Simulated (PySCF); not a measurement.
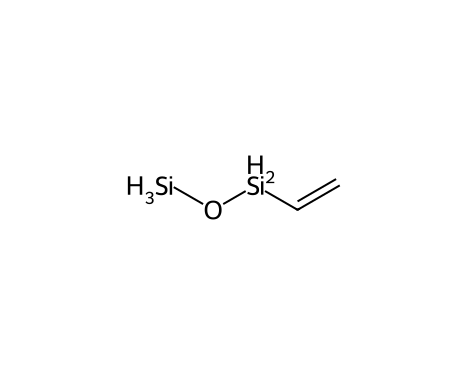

The geometry was computed by an optimisation with PBE0-D3(BJ)/def2-SVP. No frequency run is at hand to confirm it as a minimum. Program: PySCF 2.14.0.

At this fixed geometry, give dipole (D) at these levels: BHandHLYP/aug-pcX-1 (pcseg-1 on H) (def2-SVPD on Si); CAM-B3LYP/def2-SVPD; CAM-B3LYP/def2-SVPD in dichloromethane (IEF-PCM); CAM-B3LYP/def2-SVPD in tetrahydrofuran (IEF-PCM); PBE0/pcSseg-1 in dichloromethane (IEF-PCM); PBE0/pcSseg-1 in tetrahydrofuran (IEF-PCM).

| level | dipole (D) |
| --- | --- |
| BHandHLYP/aug-pcX-1 (pcseg-1 on H) (def2-SVPD on Si) | 0.62 |
| CAM-B3LYP/def2-SVPD | 0.64 |
| CAM-B3LYP/def2-SVPD in dichloromethane (IEF-PCM) | 0.81 |
| CAM-B3LYP/def2-SVPD in tetrahydrofuran (IEF-PCM) | 0.80 |
| PBE0/pcSseg-1 in dichloromethane (IEF-PCM) | 0.79 |
| PBE0/pcSseg-1 in tetrahydrofuran (IEF-PCM) | 0.78 |
